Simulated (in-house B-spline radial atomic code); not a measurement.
# W⁴⁺: ionisation energy by several methods

How far do functionals differ on the ionisation energy of W⁴⁺? Each run solves W⁴⁺ and then the next ion ([Xe] 4f14 5d1).

Method: non-relativistic, several functionals, spin-polarised, exact exchange averaged over the configuration; spherical all-electron atom at the radial basis limit. Code: in-house B-spline radial atomic code version 1.

**1. What is computed**

| Item | Value |
| --- | --- |
| element | tungsten (Z = 74) |
| charge | +4 |
| electrons | 70 |
| configuration | [Xe] 4f14 5d2 |
| nucleus | point |

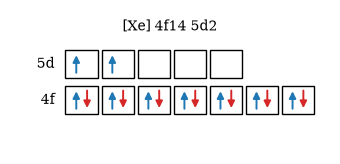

The shells outside the core, filled by Hund's rule for the drawing.

Where spins are not typed, each open shell is filled with up spins first.

**2. M06-2X, a global hybrid**

Settings, as recorded:

```ini
Z = 74
electrons = 70.0
configuration = [Xe] 4f14 5d2
hamiltonian = nr
method = m062x
spin_polarised = True
exact_exchange = averaged over the configuration
```

Started as:

```bash
> python run_scf.py task.json out
```

The settings of every run stand in task.json; they run in order.

From the run's result record (rounded, not every field):

```text
{
  "status": "converged",
  "scf [iteration, energy, orbital gradient]": [
    [1, -15289.7935618, 0.297],
    [2, -15289.8148798, 0.0126],
    [3, -15289.8177508, 0.00224],
    [4, -15289.8178233, 0.000907],
    [5, -15289.8178271, 0.000324],
    [6, -15289.8178286, 0.000234],
    [7, -15289.8178294, 2.36e-05],
    [8, -15289.8178294, 4.02e-06],
    [9, -15289.8178294, 4.06e-07]
  ],
  "energy [hartree]": {"total": -15289.8178294, "kinetic": 15285.7500214, "nuclear": -36301.6816091, "coulomb": 6033.19601672, "exact_exchange": -162.809896294, "xc": -144.272362203},
  "orbitals [hartree, bohr; first row names the columns]": [
    ["name", "occ", "eps", "<r>", "<r^2>", "<1/r>", "r_max", "density_at_nucleus", "spin_orbit_zeta"],
    ["1s up", 1.0, -2354.0312, 0.020479, 0.00056041, 73.43, 0.01358, 127090.0, "-"],
    ["1s down", 1.0, -2354.0314, 0.020479, 0.0005604, 73.43, 0.01358, 127090.0, "-"],
    ["2s up", 1.0, -390.44182, 0.086526, 0.008774, 17.218, 0.074023, 13954.0, "-"],
    ["2s down", 1.0, -390.43758, 0.086526, 0.0087741, 17.218, 0.074023, 13954.0, "-"],
    ["2p up", 3.0, -374.42891, 0.073162, 0.0064841, 17.261, 0.057407, "-", 27.17],
    ["2p down", 3.0, -374.42357, 0.073162, 0.0064841, 17.261, 0.057406, "-", 27.171],
    ["3s up", 1.0, -91.292781, 0.21994, 0.055098, 6.615, 0.20343, 3066.8, "-"],
    ["3s down", 1.0, -91.289318, 0.21993, 0.055096, 6.6151, 0.20343, 3066.9, "-"],
    ["3p up", 3.0, -83.807962, 0.20987, 0.050909, 6.5749, 0.19152, "-", 5.7941],
    ["3p down", 3.0, -83.805146, 0.20986, 0.050907, 6.5751, 0.19151, "-", 5.7944],
    ["3d up", 5.0, -69.765897, 0.18398, 0.039576, 6.4974, 0.1509, "-", 0.9146],
    ["3d down", 5.0, -69.761745, 0.18399, 0.039579, 6.4972, 0.1509, "-", 0.91452],
    ["4s up", 1.0, -20.009551, 0.49085, 0.27173, 2.8533, 0.45759, 739.88, "-"],
    ["4s down", 1.0, -20.00263, 0.49074, 0.2716, 2.8539, 0.45758, 740.11, "-"],
    ["4p up", 3.0, -16.878939, 0.4976, 0.28148, 2.7656, 0.45811, "-", 1.3203],
    ["4p down", 3.0, -16.871012, 0.49746, 0.2813, 2.7661, 0.4581, "-", 1.3208],
    ["4d up", 5.0, -11.120317, 0.51428, 0.30638, 2.567, 0.45425, "-", 0.17814],
    ["4d down", 5.0, -11.107721, 0.51407, 0.30609, 2.5677, 0.45431, "-", 0.17821],
    ["5s up", 1.0, -4.2699725, 1.1588, 1.5041, 1.1348, 1.0506, 129.72, "-"],
    ["5s down", 1.0, -4.2255541, 1.1551, 1.4936, 1.1381, 1.0522, 130.52, "-"],
    ["5p up", 3.0, -3.2725475, 1.2644, 1.8, 1.0307, 1.1234, "-", 0.1987],
    ["5p down", 3.0, -3.2054188, 1.2609, 1.7912, 1.0344, 1.1267, "-", 0.20051],
    ["4f up", 7.0, -3.5127335, 0.58379, 0.42118, 2.1416, 0.42098, "-", 0.024935],
    ["4f down", 7.0, -3.4987955, 0.58126, 0.41698, 2.1479, 0.42068, "-", 0.025089],
    ["5d up", 2.0, -1.8046781, 1.6206, 2.9947, 0.78793, 1.3882, "-", 0.016588]
  ],
  "sum_r [bohr^k]": {"-1": 490.5633, "1": 34.58669, "2": 31.79055},
  "density_at_nucleus [bohr^-3]": 289953.9,
  "spin_density_at_nucleus [bohr^-3]": -1.18427,
  "mass_velocity [hartree]": -2531.639,
  "darwin [hartree]": 1794.78,
  "radius_at_0.001 [bohr]": 3.099,
  "radius_enclosing_fraction [bohr]": {"0.5": 0.3759, "0.9": 1.133, "0.99": 2.085},
  "slater [hartree]": {
    "F0(5p up,5p up)": 0.7114,
    "F2(5p up,5p up)": 0.38574,
    "F0(5p up,5p down)": 0.71247,
    "F2(5p up,5p down)": 0.38637,
    "F0(5p up,5d up)": 0.61758,
    "F2(5p up,5d up)": 0.31631,
    "G1(5p up,5d up)": 0.38816,
    "G3(5p up,5d up)": 0.24151,
    "F0(5p down,5p down)": 0.71355,
    "F2(5p down,5p down)": 0.387,
    "F0(5p down,5d up)": 0.61819,
    "F2(5p down,5d up)": 0.3162,
    "F0(5d up,5d up)": 0.55624,
    "F2(5d up,5d up)": 0.29616,
    "F4(5d up,5d up)": 0.19826
  },
  "ionisation_energy [hartree]": 1.90913972
}
```

Run time: 1.1 s. Hardware: 1 thread, shared host.

The run also solves the next ion with the same method; the record keeps the difference, ionisation_energy. radius_at_0.001 is where the density falls to 0.001 electrons per bohr³. Meta-GGA runs start from a PBE run whose iterations are not counted.

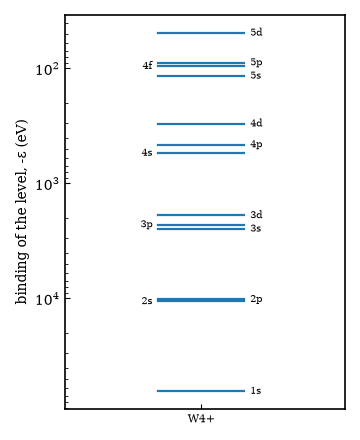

Orbital energies of this run on a logarithmic scale (up spins).

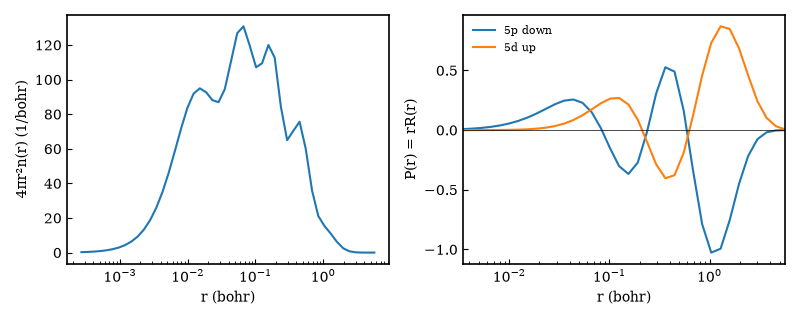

Radial density (left) and the radial functions of 5p down, 5d up (right).

Clear maxima of the radial density (full grid of the record): 0.015, 0.067, 0.15, 0.45 bohr.

X-ray form factor of the spherical density:

| sinθ/λ (1/Å) | f (electrons) |
| --- | --- |
| 0 | 70.000 |
| 0.1 | 67.768 |
| 0.2 | 62.182 |
| 0.3 | 55.409 |
| 0.4 | 48.984 |
| 0.6 | 38.685 |
| 0.8 | 30.979 |
| 1 | 25.100 |
| 1.4 | 17.991 |
| 1.8 | 14.556 |
| 2.5 | 10.456 |
| 4 | 5.327 |
| 6 | 3.412 |

**3. PBE0, a global hybrid**

Changes to the settings of step 2:

```diff
@@ -4,3 +4,3 @@
 hamiltonian = nr
-method = m062x
+method = pbe0
 spin_polarised = True
```

From the record:

```text
{
  "status": "converged",
  "iterations": 10,
  "energy [hartree]": {"total": -15288.2228372, "kinetic": 15284.3326761, "nuclear": -36297.1713116, "coulomb": 6030.144369, "exact_exchange": -75.3679837396, "xc": -230.160586995},
  "orbitals [hartree, bohr; first row names the columns]": [
    ["name", "occ", "eps", "<r>"],
    ["1s up", 1.0, -2349.4007, 0.020471],
    ["1s down", 1.0, -2349.4009, 0.020471],
    ["2s up", 1.0, -388.78565, 0.086472],
    ["2s down", 1.0, -388.77959, 0.086471],
    ["2p up", 3.0, -372.58182, 0.073169],
    ["2p down", 3.0, -372.57672, 0.073168],
    ["3s up", 1.0, -90.524125, 0.21953],
    ["3s down", 1.0, -90.52245, 0.21952],
    ["3p up", 3.0, -83.007835, 0.20968],
    ["3p down", 3.0, -83.006074, 0.20968],
    ["3d up", 5.0, -69.045361, 0.18396],
    ["3d down", 5.0, -69.04129, 0.18396],
    ["4s up", 1.0, -19.710892, 0.48943],
    ["4s down", 1.0, -19.7063, 0.48943],
    ["4p up", 3.0, -16.555511, 0.49672],
    ["4p down", 3.0, -16.550351, 0.49671],
    ["4d up", 5.0, -10.812512, 0.51373],
    ["4d down", 5.0, -10.804972, 0.51365],
    ["5s up", 1.0, -4.1154413, 1.1603],
    ["5s down", 1.0, -4.0518761, 1.1549],
    ["5p up", 3.0, -3.1615022, 1.2678],
    ["5p down", 3.0, -3.084469, 1.2622],
    ["4f up", 7.0, -3.3060354, 0.58564],
    ["4f down", 7.0, -3.2964086, 0.58308],
    ["5d up", 2.0, -1.7326751, 1.633]
  ],
  "sum_r [bohr^k]": {"-1": 490.5023, "1": 34.63771, "2": 31.95078},
  "ionisation_energy [hartree]": 1.90835229
}
```

Run time: 0.96 s. Hardware: 1 thread, shared host.

**4. HSE06, a range-separated hybrid**

Changes to the settings of step 3:

```diff
@@ -4,3 +4,3 @@
 hamiltonian = nr
-method = pbe0
+method = hse06
 spin_polarised = True
```

From the record:

```text
{
  "status": "converged",
  "iterations": 10,
  "energy [hartree]": {"total": -15287.8927852, "kinetic": 15284.0067116, "nuclear": -36296.4594014, "coulomb": 6029.77349144, "exact_exchange": -74.3053893068, "xc": -230.908197578},
  "orbitals [hartree, bohr; first row names the columns]": [
    ["name", "occ", "eps", "<r>"],
    ["1s up", 1.0, -2349.385, 0.02047],
    ["1s down", 1.0, -2349.3852, 0.02047],
    ["2s up", 1.0, -388.76377, 0.086469],
    ["2s down", 1.0, -388.75766, 0.086469],
    ["2p up", 3.0, -372.53565, 0.073171],
    ["2p down", 3.0, -372.53058, 0.07317],
    ["3s up", 1.0, -90.509028, 0.2195],
    ["3s down", 1.0, -90.507444, 0.2195],
    ["3p up", 3.0, -82.986303, 0.20967],
    ["3p down", 3.0, -82.984612, 0.20967],
    ["3d up", 5.0, -69.022433, 0.18396],
    ["3d down", 5.0, -69.018347, 0.18396],
    ["4s up", 1.0, -19.700931, 0.48937],
    ["4s down", 1.0, -19.696498, 0.48937],
    ["4p up", 3.0, -16.542503, 0.49668],
    ["4p down", 3.0, -16.53752, 0.49668],
    ["4d up", 5.0, -10.796634, 0.51371],
    ["4d down", 5.0, -10.789305, 0.51363],
    ["5s up", 1.0, -4.096969, 1.1606],
    ["5s down", 1.0, -4.0326128, 1.1554],
    ["5p up", 3.0, -3.1433189, 1.2684],
    ["5p down", 3.0, -3.0658717, 1.2632],
    ["4f up", 7.0, -3.2880406, 0.58561],
    ["4f down", 7.0, -3.2785784, 0.58304],
    ["5d up", 2.0, -1.7161091, 1.6349]
  ],
  "sum_r [bohr^k]": {"-1": 490.4927, "1": 34.64616, "2": 31.97913},
  "ionisation_energy [hartree]": 1.90680884
}
```

It took 2.5 s on 1 thread, shared host.

**5. BHandHLYP, a global hybrid**

Changes to the settings of step 4:

```diff
@@ -4,3 +4,3 @@
 hamiltonian = nr
-method = hse06
+method = bhandhlyp
 spin_polarised = True
```

From the record:

```text
{
  "status": "converged",
  "iterations": 10,
  "energy [hartree]": {"total": -15288.5864372, "kinetic": 15285.222121, "nuclear": -36298.7924885, "coulomb": 6030.81616246, "exact_exchange": -150.766643316, "xc": -155.065588933},
  "orbitals [hartree, bohr; first row names the columns]": [
    ["name", "occ", "eps", "<r>"],
    ["1s up", 1.0, -2354.5438, 0.02047],
    ["1s down", 1.0, -2354.5439, 0.02047],
    ["2s up", 1.0, -390.91278, 0.086456],
    ["2s down", 1.0, -390.90557, 0.086455],
    ["2p up", 3.0, -374.48869, 0.073176],
    ["2p down", 3.0, -374.48214, 0.073176],
    ["3s up", 1.0, -91.533251, 0.21939],
    ["3s down", 1.0, -91.53122, 0.21939],
    ["3p up", 3.0, -83.90465, 0.20962],
    ["3p down", 3.0, -83.902559, 0.20961],
    ["3d up", 5.0, -69.775322, 0.18397],
    ["3d down", 5.0, -69.770173, 0.18398],
    ["4s up", 1.0, -20.209338, 0.48909],
    ["4s down", 1.0, -20.203334, 0.48909],
    ["4p up", 3.0, -16.993182, 0.49652],
    ["4p down", 3.0, -16.986269, 0.49651],
    ["4d up", 5.0, -11.143655, 0.51381],
    ["4d down", 5.0, -11.132989, 0.51378],
    ["5s up", 1.0, -4.2578102, 1.1629],
    ["5s down", 1.0, -4.1836497, 1.158],
    ["5p up", 3.0, -3.2580932, 1.2702],
    ["5p down", 3.0, -3.1650205, 1.2661],
    ["4f up", 7.0, -3.4786154, 0.58376],
    ["4f down", 7.0, -3.46838, 0.58112],
    ["5d up", 2.0, -1.7908529, 1.6371]
  ],
  "sum_r [bohr^k]": {"-1": 490.5242, "1": 34.64239, "2": 31.99434},
  "ionisation_energy [hartree]": 1.9037667
}
```

It took 0.78 s on 1 thread, shared host.

**6. TPSSh, a global hybrid**

Changes to the settings of step 5:

```diff
@@ -4,3 +4,3 @@
 hamiltonian = nr
-method = bhandhlyp
+method = tpssh
 spin_polarised = True
```

From the record:

```text
{
  "status": "converged",
  "iterations": 8,
  "energy [hartree]": {"total": -15287.945504, "kinetic": 15284.0617874, "nuclear": -36295.3378527, "coulomb": 6028.6005184, "exact_exchange": -30.1420191349, "xc": -275.127937996},
  "orbitals [hartree, bohr; first row names the columns]": [
    ["name", "occ", "eps", "<r>"],
    ["1s up", 1.0, -2347.8017, 0.020466],
    ["1s down", 1.0, -2347.8019, 0.020466],
    ["2s up", 1.0, -387.71841, 0.086459],
    ["2s down", 1.0, -387.71316, 0.086459],
    ["2p up", 3.0, -371.52747, 0.073163],
    ["2p down", 3.0, -371.52344, 0.073162],
    ["3s up", 1.0, -90.014125, 0.21948],
    ["3s down", 1.0, -90.013243, 0.21947],
    ["3p up", 3.0, -82.519497, 0.20967],
    ["3p down", 3.0, -82.518273, 0.20966],
    ["3d up", 5.0, -68.615167, 0.18397],
    ["3d down", 5.0, -68.611643, 0.18397],
    ["4s up", 1.0, -19.470962, 0.48949],
    ["4s down", 1.0, -19.46755, 0.48952],
    ["4p up", 3.0, -16.329383, 0.49684],
    ["4p down", 3.0, -16.325569, 0.49685],
    ["4d up", 5.0, -10.62335, 0.51381],
    ["4d down", 5.0, -10.617824, 0.51372],
    ["5s up", 1.0, -4.0395765, 1.1599],
    ["5s down", 1.0, -3.9818708, 1.1542],
    ["5p up", 3.0, -3.1073444, 1.2669],
    ["5p down", 3.0, -3.0397632, 1.2614],
    ["4f up", 7.0, -3.1912609, 0.58709],
    ["4f down", 7.0, -3.1815914, 0.58464],
    ["5d up", 2.0, -1.6904815, 1.6299]
  ],
  "sum_r [bohr^k]": {"-1": 490.4775, "1": 34.64812, "2": 31.9562},
  "ionisation_energy [hartree]": 1.90448166
}
```

Wall time 0.96 s (1 thread, shared host).

**7. Results**

| method | rung | total energy (hartree) | ΔSCF (eV) | −ε highest (eV) | ΔSCF less tabulated (eV) |
| --- | --- | --- | --- | --- | --- |
| M06-2X | global hybrid | -15289.8178 | 51.950 | 49.108 (5d up) | +0.350 |
| PBE0 | global hybrid | -15288.2228 | 51.929 | 47.148 (5d up) | +0.329 |
| BHandHLYP | global hybrid | -15288.5864 | 51.804 | 48.732 (5d up) | +0.204 |
| TPSSh | global hybrid | -15287.9455 | 51.824 | 46.000 (5d up) | +0.224 |
| HSE06 | range-separated hybrid | -15287.8928 | 51.887 | 46.698 (5d up) | +0.287 |

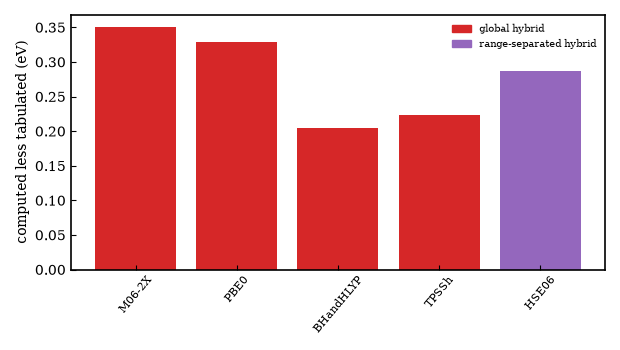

Error of each method against the tabulated value; one colour a rung.

What this shows: Against the tabulated ionisation energy, 51.6 ± 0.3 eV (semi-empirical; NIST Atomic Spectra Database), the best here is BHandHLYP (+0.204 eV) and the worst M06-2X (+0.350 eV, or 0.68 %). The table's own uncertainty exceeds the spread between the methods, so their order is not settled. These runs lack relativity altogether, which can outweigh the gaps between the methods, so the nearest may be so by luck. These runs leave out relativity, which matters at this nuclear charge. Open shells are averaged (over orientations, and over spins where the run is restricted), while tables refer to the lowest levels.

What each method cost (CPU seconds, one thread, shared host; runs marked * also made radial tables):

| method | CPU time | miss (eV) |
| --- | --- | --- |
| BHandHLYP | 0.78 s | +0.204 |
| PBE0 | 0.96 s | +0.329 |
| TPSSh | 0.96 s | +0.224 |
| M06-2X* | 1.1 s | +0.350 |
| HSE06 | 2.5 s | +0.287 |
